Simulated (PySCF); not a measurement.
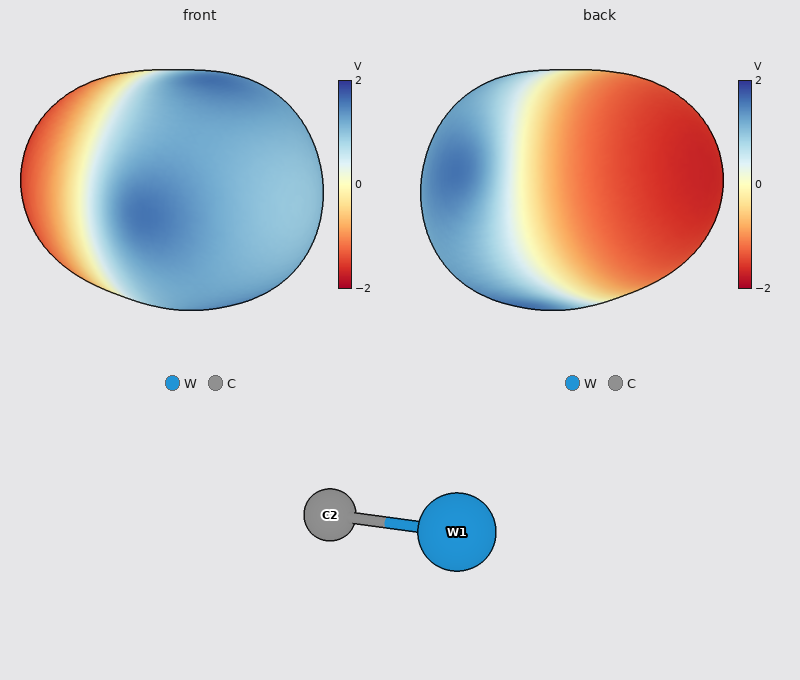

Figure. WC (triplet). The molecular electrostatic potential painted on the density surface at 0.001 e/bohr³, seen from the front and from behind; red is negative and blue positive. The bare structure is drawn below in the same view.

⟨S²⟩ = 2.05, above the pure value of 2.00; core potentials replace the inner electrons of W.

All numbers below come from PBE0/def2-TZVPPD, non-relativistic Hamiltonian with scalar-relativistic core potentials where named, at a bond length of 1.702 Å in PySCF.

```yaml
atoms:
  - { symbol: W, position_ang: [0.0000, 0.0000, -0.1042] }
  - { symbol: C, position_ang: [0.0000, 0.0000, 1.5978] }
```

Question: Which sites attract a positive test charge, and which a negative one?

Answer: A positive charge is drawn to the negative regions and a negative charge to the positive ones. The most negative region (about −1.7 V) lies over C2, the most positive (about +1.6 V) over W1.
